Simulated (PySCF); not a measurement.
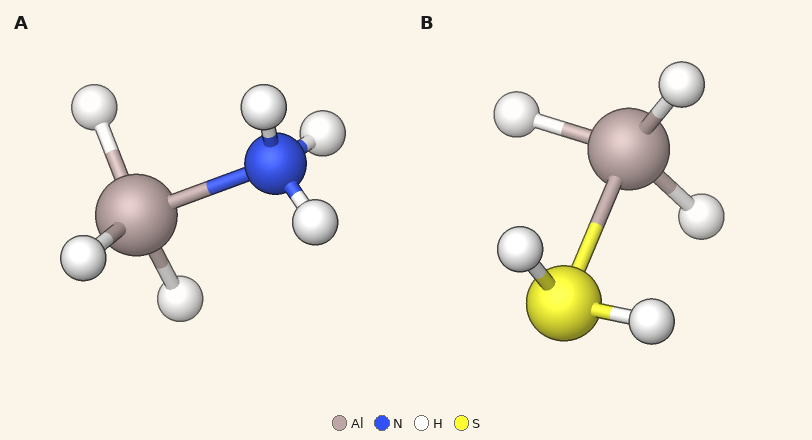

Two related species, optimised with PBE0-D3(BJ)/def2-SVP; properties computed with PySCF 2.14.0. Both: charge 0, singlet.

What are A and B?

A is Al(NH3)H3, B is Al(H2S)H3.

Compare them. With PBE0/pcSseg-1 (pcSseg-2 on Al): dipole moment (D), HOMO–LUMO gap (eV), HOMO energy (Kohn–Sham orbital) (eV), shielding of Al (ppm), Hirshfeld charge of Al (e), IAO charge of Al (e). With ωB97X-D/def2-SVPD: lowest vertical singlet excitation (eV), mean static polarisability (bohr³). With PBE0-D3(BJ)/def2-SVP: mean Al–H length (Å).

```tsv
quantity	A	B
dipole moment (D)	5.65	3.85
HOMO–LUMO gap (eV)	7.10	7.31
HOMO energy (Kohn–Sham orbital) (eV)	−7.40	−7.83
shielding of Al (ppm)	425.0	413.6
Hirshfeld charge of Al (e)	0.29	0.29
IAO charge of Al (e)	0.43	0.37
lowest vertical singlet excitation (eV)	6.38	6.42
mean static polarisability (bohr³)	46.2	57.8
mean Al–H length (Å)	1.607	1.599
```

Each is one conformer, and no frequency run is at hand to confirm it as a minimum.
